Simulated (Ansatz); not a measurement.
## Ge, response to strain

Base system: Ge in the diamond structure (space group Fd-3m, No. 227).

```
CELL_PARAMETERS angstrom
      0.00000     2.83808     2.83808
      2.83808     0.00000     2.83808
      2.83808     2.83808     0.00000
ATOMIC_POSITIONS crystal
  Ge 0.00000 0.00000 0.00000
  Ge 0.25000 0.25000 0.25000
```

Cartesian axes are those of the cell as printed.

Strains are applied to the cell and any free atomic positions relax; under biaxial strain the out-of-plane vector relaxes too.

Method: PBEsol (Ansatz, a program for electronic structure), no spin-orbit coupling.

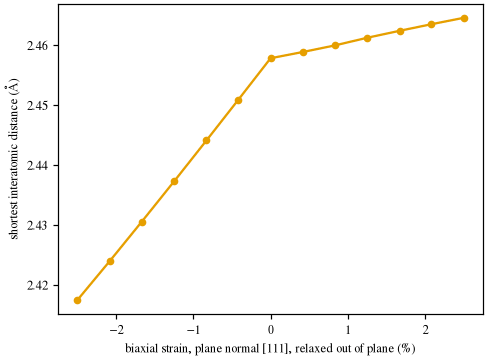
Fig. 1. Shortest interatomic distance against biaxial strain, plane normal [111], relaxed out of plane

Problem. From the plot, what is the shortest interatomic distance for biaxial strain +2.08 %, plane normal [111], relaxed out of plane?

Solution. About 2.464 Å.

Problem. Is the trend monotonic over the range shown?

Solution. Yes, it rises throughout, spanning 2.418 Å to 2.465 Å.

Whether these cells are dynamically stable was not tested.
